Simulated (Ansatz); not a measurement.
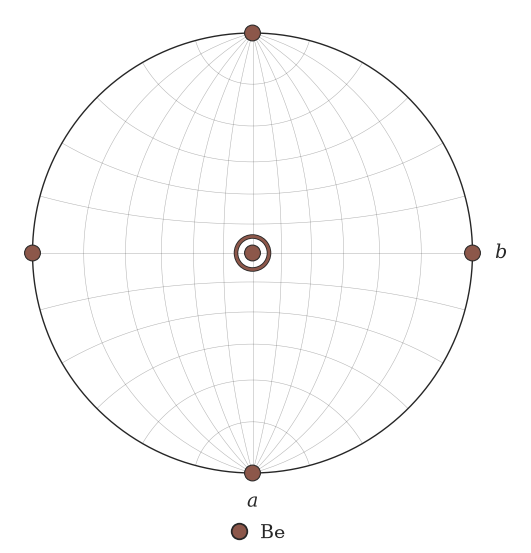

For Be3GeN, coordinates from a relaxation with DFT PBEsol, scalar-relativistic, plane waves, PAW (Ansatz); the starting structure was generated, so it need not be a known form of this composition: directions from one nitrogen atom at (1/2, 1/2, 1/2) to its bonded neighbours, in stereographic projection down c (filled: above the plane of the page or in it, open: below). The drawing is computed from the coordinates (standard cell, symmetry found to 0.002 Å).

Neighbours are counted up to 2.04 Å for Be; other elements are left out.

```
CELL_PARAMETERS angstrom
3.59126 0.00000 0.00000
0.00000 3.59126 0.00000
0.00000 0.00000 3.59126
ATOMIC_POSITIONS crystal
Be 0.00000 0.50000 0.50000
Be 0.50000 0.00000 0.50000
Be 0.50000 0.50000 0.00000
Ge 0.00000 0.00000 0.00000
N 0.50000 0.50000 0.50000
```

How many neighbours are there, and at what angles?

Answer. 6: 6 Be at 1.80 Å. Angles between bonds: 90° (12×), 180° (3×).

What is the site's symmetry in the crystal?

Answer. Point group m-3m (Oh), order 48: three fourfold axes, four threefold axes, six twofold axes, nine mirror planes, an inversion centre. In No. 221, Pm-3m this is Wyckoff position 1b.
